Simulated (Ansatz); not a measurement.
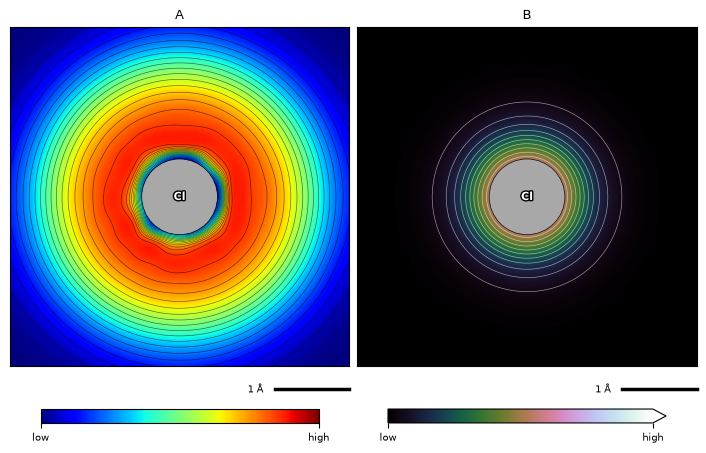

Cl (charge −1): 2 fields on a plane that holds the molecular axis, with unlabelled colour scales. Grey discs cover the atomic cores.

Geometry: PBE0-D4/def2-TZVPD.

Computed with RKS PBE0/def2-TZVPPD (Ansatz 0.2.0).

```yaml
atoms:
  - { symbol: Cl, position_ang: [0.1951, -0.1023, -2.3533] }
```

> Which field does each panel show? The fields are: electron density and electron localisation function.

Panel A: electron localisation function. Panel B: electron density.
